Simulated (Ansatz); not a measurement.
System: Cl3HHfO (SMILES [OH][Hf]([Cl])([Cl])[Cl]).

```xyz
6

O    -0.5151    0.2961    1.3430
Hf    0.1485   -0.0932   -0.3740
Cl    2.0328   -1.4615   -0.1783
Cl   -1.5028   -1.1974   -1.6047
Cl    0.7298    1.9009   -1.4447
H    -0.8512    0.4912    2.2126
```

Geometry: PBE0-D4/def2-TZVP; core potentials replace the inner electrons of Hf.

Computed with Ansatz, RKS PBE0-D4/def2-TZVPP.

Predict the electron density and electron localisation function between the atoms.

Hf–O (1.88 Å): ρ at the midpoint is about 0.98 e/Å³; the ELF peaks at about 0.80 in the valence shell of O, 0.5 Å from its nucleus, and drops to about 0.20 between the two atoms.
Hf–Cl (2.34 Å): ρ is about 0.62 e/Å³ halfway; the ELF peaks at about 0.85 in the valence shell of Cl, 0.8 Å from its nucleus, and is about 0.40 at the midpoint.
O–H (0.95 Å): ρ is about 3.9 e/Å³ halfway; the ELF climbs to about 1 towards the hydrogen, as it does in any bond to H: an ordinary covalent bond to hydrogen.

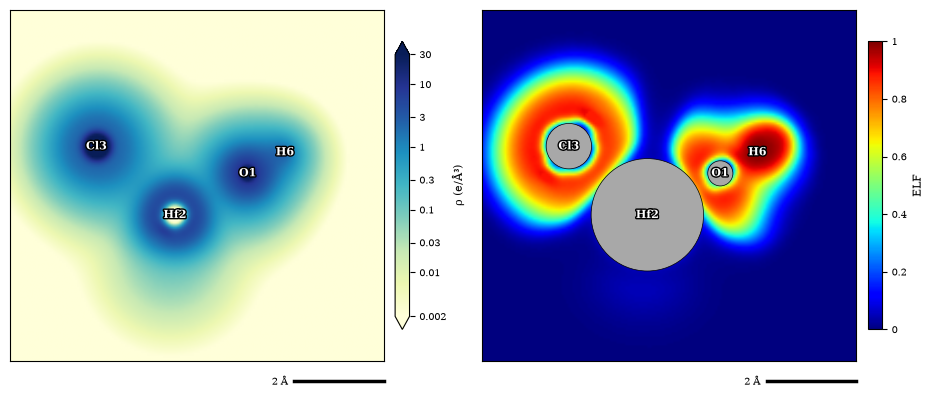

Computed electron density and electron localisation function on the plane of atoms O1, Hf2 and Cl3, in this order. Grey discs cover the atomic cores in the ELF map. 
